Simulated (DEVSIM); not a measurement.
System: W/SiON/p-GaAs capacitor, at 500 K.

```tsv
layer (left to right)	material	thickness (nm)	Na (cm⁻³)
1	SiON	19.0	-
2	GaAs	420	2.3e18
```

Metal gate on the left, work function 4.6 eV. Fixed charge at the semiconductor interface 1.2e11 cm⁻² (in units of +e); no interface traps.

This is a model device: material constants are rounded textbook-type values typed into the input, and sizes, dopings and lifetimes were drawn at random. Values at 300 K; Nc and Nv go as T^1.5, mobilities as T to minus their exponent, the gap by Varshni's rule with the affinity fixed.

```csv
parameter,SiON,GaAs
gap (eV),7,1.424
affinity (eV),1.4,4.07
permittivity,5.5,12.9
Nc (cm⁻³),-,4.7e17
Nv (cm⁻³),-,9e18
Varshni α (eV/K),-,0.000541
Varshni β (K),-,204
```

Simulated with DEVSIM: 1D Poisson equation in equilibrium, Boltzmann statistics, complete ionisation; no quantum confinement or tunnelling. Metal contacts follow the ideal Schottky-Mott rule: no Fermi-level pinning, no interface dipoles.

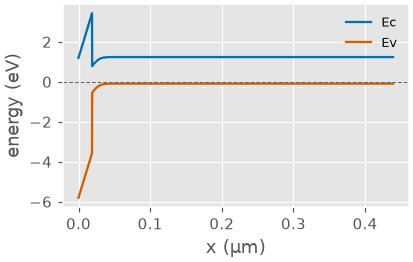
Figure. Band edges at 2.0 V on the gate

Energies count from the Fermi level of the right contact; mesh points crowd at the junctions.

| x (μm) | Ec (eV) | Ev (eV) | n (cm⁻³) | p (cm⁻³) | field (V/cm) |
|---|---|---|---|---|---|
| 0.000 | 1.200 | -5.800 | < 1e2 | < 1e2 | 1200000 |
| 0.001076 | 1.327 | -5.673 | < 1e2 | < 1e2 | 1200000 |
| 0.002897 | 1.542 | -5.458 | < 1e2 | < 1e2 | 1200000 |
| 0.006322 | 1.947 | -5.053 | < 1e2 | < 1e2 | 1200000 |
| 0.01318 | 2.758 | -4.242 | < 1e2 | < 1e2 | 1200000 |
| 0.01638 | 3.136 | -3.864 | < 1e2 | < 1e2 | 1200000 |
| 0.01808 | 3.337 | -3.663 | < 1e2 | < 1e2 | 1200000 |
| 0.01941 | 0.796 | -0.533 | 9.7e9 | 8.2e13 | 510000 |
| 0.02083 | 0.864 | -0.464 | 2.0e9 | 4.0e14 | 460000 |
| 0.02372 | 0.984 | -0.345 | 1.2e8 | 6.5e15 | 370000 |
| 0.02938 | 1.141 | -0.187 | 3200000 | 2.5e17 | 190000 |
| 0.04558 | 1.235 | -0.093 | 360000 | 2.2e18 | 4500 |
| 0.07047 | 1.237 | -0.092 | 350000 | 2.3e18 | ≈ 0 |
| 0.1211 | 1.237 | -0.092 | 350000 | 2.3e18 | ≈ 0 |
| 0.2556 | 1.237 | -0.092 | 350000 | 2.3e18 | ≈ 0 |
| 0.3461 | 1.237 | -0.092 | 350000 | 2.3e18 | ≈ 0 |
| 0.3922 | 1.237 | -0.092 | 350000 | 2.3e18 | ≈ 0 |
| 0.4149 | 1.237 | -0.092 | 350000 | 2.3e18 | ≈ 0 |
| 0.4297 | 1.237 | -0.092 | 350000 | 2.3e18 | ≈ 0 |
| 0.4348 | 1.237 | -0.092 | 350000 | 2.3e18 | ≈ 0 |
| 0.4374 | 1.237 | -0.092 | 350000 | 2.3e18 | ≈ 0 |
| 0.4390 | 1.237 | -0.092 | 350000 | 2.3e18 | ≈ 0 |
